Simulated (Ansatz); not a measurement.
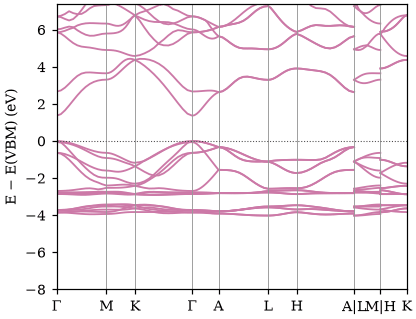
Fig. 1. Band structure from the program Ansatz at the PBE level (PAW)

Question: Read off the gap and where the band edges lie.

Answer: About 1.4 eV (1.37 eV by a search for the band edges); maximum at Γ, minimum at Γ.

Question: Which of these materials gives this?
(A) TlBr, P6_3/mmc (Tl on 2c, Br on 2d)
(B) AlP, P6_222 (Al on 3d, P on 3c)
(C) AgI, wurtzite

Answer: C, AgI, wurtzite

Space group P6_3mc (wurtzite). Symmetry was held in the PBE relaxation. No spin polarisation was allowed. Scalar-relativistic: spin–orbit coupling is off unless named, which matters more the heavier the elements.

Potentials: the later of the program's two PAW sets.
